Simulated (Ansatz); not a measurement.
The parent structure is TlBr in the CsCl type structure (space group Pm-3m, No. 221; a = 3.915 Å).

Perturbation: an isotropic linear strain of −2.50 %, atoms relaxed at fixed cell.

The values are results of PBEsol (Ansatz, a quantum-chemistry and plane-wave program, PAW, without spin-orbit coupling), not measurements.

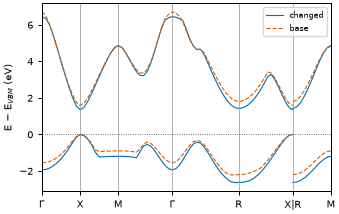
*Highest valence and lowest conduction band along the path, each from its own valence-band maximum*

The gap is 1.35 eV, direct at X; the base has 1.59 eV.

With Tl present, leaving out spin-orbit coupling can change the band edges. Stability against distortions was not tested.
